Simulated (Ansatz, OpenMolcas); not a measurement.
**A substitution series on Si: H to Cl**

On one Si centre, n of the H ligands are replaced by Cl. The atomisation energy (no zero-point term) y in kJ/mol at CCSD(T)/CBS estimate. Shapes, held fixed at every level: PBE0-D4/def2-TZVP. Programs: Ansatz 0.2.0.

| molecule | n | y (kJ/mol) |
| --- | --- | --- |
| SiH4 | 0 | 1363 |
| SiH3Cl | 1 | 1425 |
| SiH2Cl2 | 2 | ? |
| SiHCl3 | 3 | 1561 |
| SiCl4 | 4 | 1620 |

Fit y = c + s·n to the known rows and predict SiH2Cl2.


1. Means of the 4 rows: n = 2.00000, y = 1492.2.
2. Σ(Δn)² = 10, Σ(Δn·Δy) = 650, so the slope is 650/10 = 65.
3. Intercept: 1492.2 − (65) × 2.00000 = 1362.2. The largest residual of the fit is 3.8.
4. SiH2Cl2: 1362.2 + (65) × 2 = 1492 kJ/mol.

The run gave 1493 kJ/mol, so the prediction is off by -1 kJ/mol, within the scatter of the fit. The steps per swap are +62, +68, +68, +59 kJ/mol. The slope is only an average step. Other levels give for SiH2Cl2: SPW92/def2-TZVPP 1655; B3LYP/6-31G* (spherical functions) 1406; PBE0-D4/def2-TZVPP 1474 kJ/mol. Spin-orbit coupling of the free atoms (H 0, Cl 4 kJ/mol each; the atoms kept shift only the intercept) is left out. The CBS estimate extrapolates MP2 from def2-TZVPP and def2-QZVPP and adds CCSD(T) − MP2 in the triple-zeta set, cores frozen.

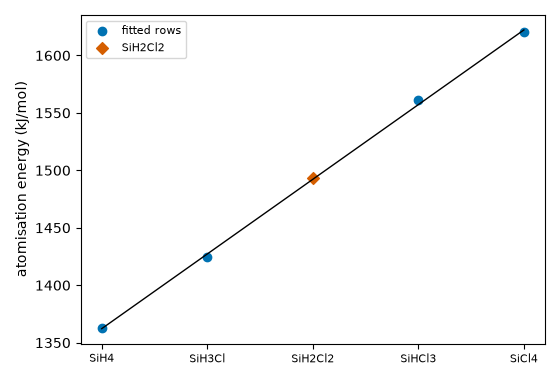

The fitted line, with the withheld member.
